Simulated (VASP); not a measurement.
Band structure of BaF2 (fluorite). Method: r2SCAN meta-GGA, VASP's PBE PAW potentials (set 64) (plane waves; VASP).

Unless said otherwise, spin-orbit coupling is left out, though it shifts the bands of the heavy elements here.

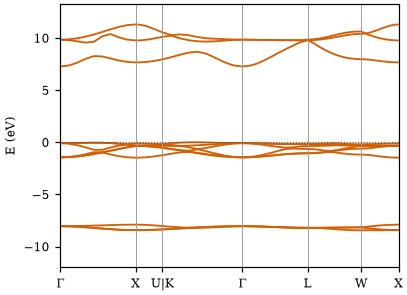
Bands along high-symmetry lines, zero at the valence-band maximum or, without a gap, the Fermi level

**Question.** Read the plot: is there a gap, and where are the band edges?

**Answer.** The gap is indirect, 7.27 eV, from the valence maximum at K-Γ at 0.44 to the conduction minimum at Γ.

Measured: gap 10.50 eV (computed value off by -3.23 eV), as given by Andrés Aguado et al., Journal of the Physical Society of Japan (1999), arXiv:cond-mat/9901145.

The compound is BaF2 in the fluorite structure. It was relaxed first.
